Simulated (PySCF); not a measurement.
MgAs (charge −1, triplet)

```xyz
2

Mg    0.0000    0.0000   -1.9081
As    0.0000    0.0000    0.6109
```

Level of theory: PySCF 2.14.0, PBE0/aug-cc-pVDZ(-PP), non-relativistic Hamiltonian with scalar-relativistic core potentials where named, at a bond length of 2.519 Å.

**What will maps of the electron density, electron localisation function and spin density show?**

Mg–As (2.52 Å): ρ is about 0.34 e/Å³ halfway; the ELF peaks at about 0.75 in the valence shell of As, 1.2 Å from its nucleus, and is about 0.75 at the midpoint.
The unpaired spin (2 electrons) lies mostly on As2 (about 1.3) and Mg1 (about 0.7), in electrons by Hirshfeld's partition.

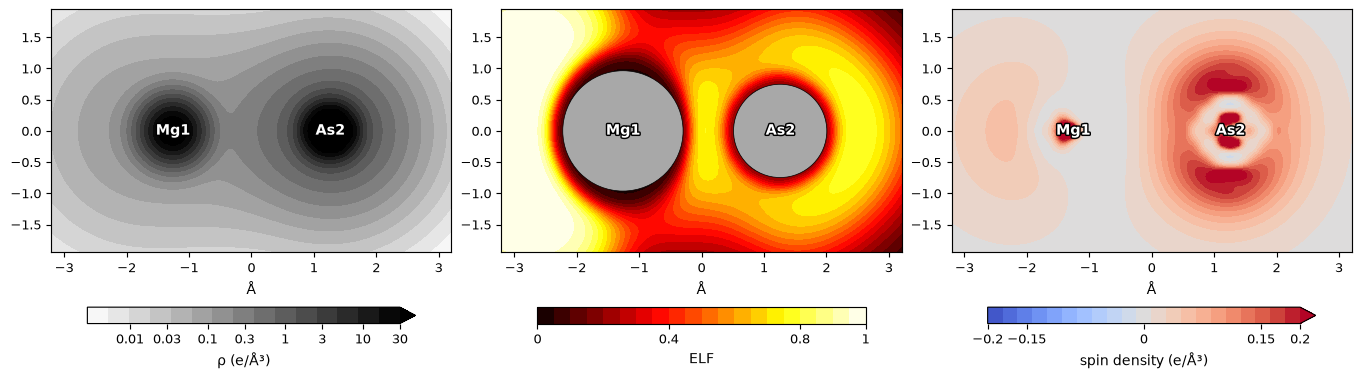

Computed electron density, electron localisation function and spin density on a plane that holds the molecular axis, in this order. Grey discs cover the atomic cores in the ELF map. 
